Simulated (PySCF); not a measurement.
# NMR shielding calculation of C₅H₇NOSi

The run: NMR shielding calculation of C₅H₇NOSi, SMILES N#C[C@@H]1C=C[SiH2]OC1. Method and program: GIAO PBE0/pcSseg-1 NMR shielding, non-relativistic, gas phase (PySCF 2.14.0).

The geometry comes from this level: GFN2-xTB. It belongs to a series of runs on one base structure; here: C-C bond made double. Figures and captions count atoms from 1; the log counts them from 0 in places.

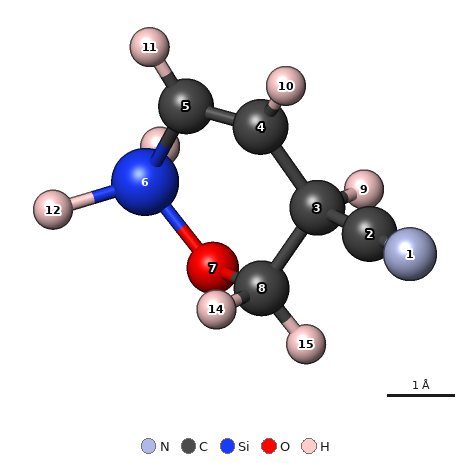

**Figure 1.** The structure (ball-and-stick view, seen at a tilt; atoms are numbered from 1 in the order of the input).

**Key numbers**

```json
{"quantity": "outcome", "value": "converged"}
{"quantity": "total energy", "value": "−613.652705 hartree"}
{"quantity": "HOMO", "value": "−8.30 eV"}
{"quantity": "LUMO", "value": "−0.96 eV"}
{"quantity": "dipole moment", "value": "3.24 D"}
{"quantity": "isotropic shielding, N", "value": "−35.2 ppm"}
{"quantity": "isotropic shielding, C", "value": "30.4 to 155.1 ppm"}
{"quantity": "isotropic shielding, Si", "value": "382.6 ppm"}
{"quantity": "isotropic shielding, O", "value": "329.3 ppm"}
{"quantity": "isotropic shielding, H", "value": "24.5 to 28.3 ppm"}
{"quantity": "hardware", "value": "1 CPU thread, shared host"}
{"quantity": "wall time", "value": "66 s"}
{"quantity": "peak memory", "value": "0.81 GiB"}
```

**Input file**
```
{"job": {"kind": "nmr", "xc": "PBE0", "basis": "pcSseg-1"}, "charge": 0, "multiplicity": 1}
N      3.486611    -0.379902     0.361524
C      2.398526    -0.318605     0.017030
C      1.020228    -0.219910    -0.398983
C      0.507782     1.185448    -0.171742
C     -0.779543     1.471216    -0.025093
Si    -2.049195     0.081511    -0.035194
O     -1.143593    -1.279224    -0.073174
C      0.187945    -1.287649     0.338076
H      0.975038    -0.440307    -1.475524
H      1.274350     1.952277    -0.155679
H     -1.063040     2.502507     0.125248
H     -2.841314     0.136679     1.195421
H     -2.823058    -0.002351    -1.265512
H      0.254240    -1.110087     1.418975
H      0.590611    -2.283613     0.122714
```

The first line tells a small driver script what to run in PySCF; the rest is the geometry in Å.

Launch command:
```bash
OMP_NUM_THREADS=1 python <driver script> task.json out
```

**What the program printed**
```
coarse grid: 13544 points
cycle   1  E = -613.4749834270  dE =  1.257e+00  |g| = 7.768e-01  |ddm| = 3.692e+00
cycle   2  E = -613.2066499731  dE =  2.683e-01  |g| = 1.396e+00  |ddm| = 1.936e+00
cycle   3  E = -613.5851670110  dE = -3.785e-01  |g| = 2.133e-01  |ddm| = 1.370e+00
cycle   4  E = -613.5935877743  dE = -8.421e-03  |g| = 9.175e-02  |ddm| = 2.040e-01
cycle   5  E = -613.5952060249  dE = -1.618e-03  |g| = 2.238e-02  |ddm| = 8.331e-02
cycle   6  E = -613.5953177933  dE = -1.118e-04  |g| = 4.148e-03  |ddm| = 2.361e-02
cycle   7  E = -613.5953218869  dE = -4.094e-06  |g| = 1.069e-03  |ddm| = 5.160e-03
final grid: 127776 points
cycle   8  E = -613.6526868014  dE = -2.985e-05  |g| = 9.433e-03  |ddm| = 2.899e-02
cycle   9  E = -613.6526707151  dE =  1.609e-05  |g| = 1.333e-02  |ddm| = 1.711e-02
cycle  10  E = -613.6527045288  dE = -3.381e-05  |g| = 1.240e-03  |ddm| = 1.057e-02
cycle  11  E = -613.6527048376  dE = -3.088e-07  |g| = 2.493e-04  |ddm| = 1.324e-03
cycle  12  E = -613.6527048507  dE = -1.308e-08  |g| = 7.513e-05  |ddm| = 3.039e-04
cycle  13  E = -613.6527048517  dE = -9.902e-10  |g| = 4.066e-05  |ddm| = 7.648e-05
cycle  14  E = -613.6527048520  dE = -3.608e-10  |g| = 1.052e-05  |ddm| = 3.607e-05
```

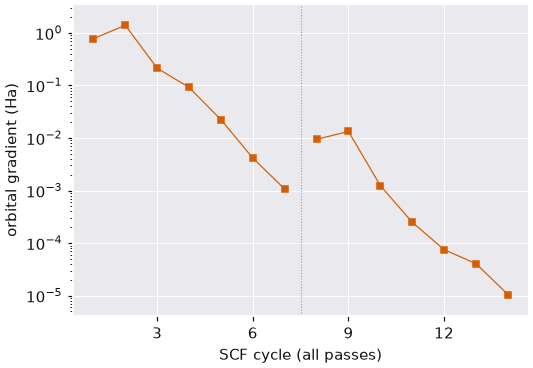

**Figure 2.** Convergence of the self-consistent field: orbital gradient against the SCF cycle. The dotted line marks the change from a coarse to the final integration grid. The first 7 cycles use a coarse grid, the final grid takes over at cycle 8, and the field converges after 14 cycles in all.

```
converged SCF energy = -613.6527048520

GIAO shielding tensors (ppm)
atom      isotropic    diamagn.    paramagn.     s11        s22        s33       span
  0 N      -35.159     340.149    -375.308   -204.879   -195.770    295.173    500.052
  1 C       63.338     260.237    -196.900    -56.909    -46.844    293.766    350.675
  2 C      155.072     249.804     -94.732    143.787    155.341    166.088     22.301
  3 C       30.446     253.766    -223.320    -90.050     35.442    145.947    235.998
  4 C       53.373     260.832    -207.458    -62.940     46.463    176.597    239.536
  5 Si     382.556     880.009    -497.453    338.980    371.734    436.953     97.974
  6 O      329.287     395.060     -65.772    261.737    350.512    375.613    113.876
  7 C      119.968     242.232    -122.265     98.141    109.770    151.993     53.852
  8 H       28.313      29.325      -1.012     24.353     27.880     32.706      8.353
  9 H       24.499      31.032      -6.533     22.115     23.715     27.668      5.553
 10 H       25.484      30.174      -4.690     23.960     25.425     27.066      3.105
 11 H       26.479      28.368      -1.889     23.111     24.431     31.895      8.784
 12 H       26.723      28.577      -1.854     23.171     24.721     32.277      9.106
 13 H       27.670      29.978      -2.307     23.196     27.540     32.275      9.079
 14 H       27.308      28.259      -0.951     22.202     27.871     31.850      9.648
```

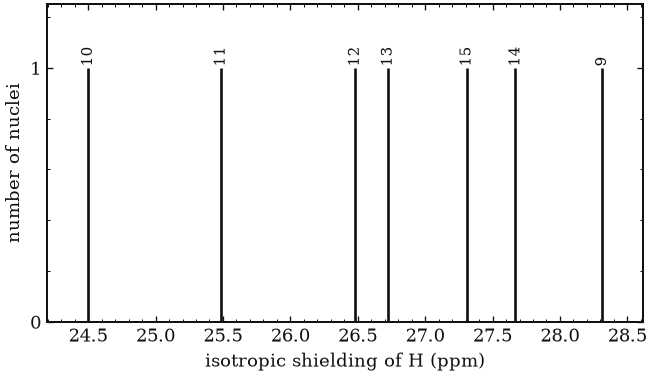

**Figure 3.** Isotropic shieldings of the hydrogen nuclei in this fixed geometry, labelled by atom number; shielding grows to the right, so chemical shift grows to the left. The least shielded is H10 (24.5 ppm), the most shielded H9 (28.3 ppm).

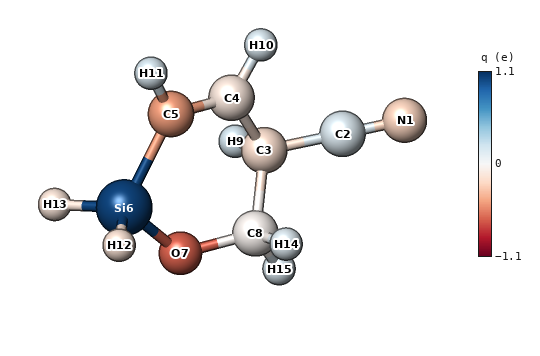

**Figure 4.** IAO charges, as the colour of each atom (ball-and-stick view, seen at a tilt; atoms are numbered from 1 in the order of the input). By element: N −0.24, C −0.46 to +0.14, Si +1.01, O −0.65 and H −0.15 to +0.19 e.
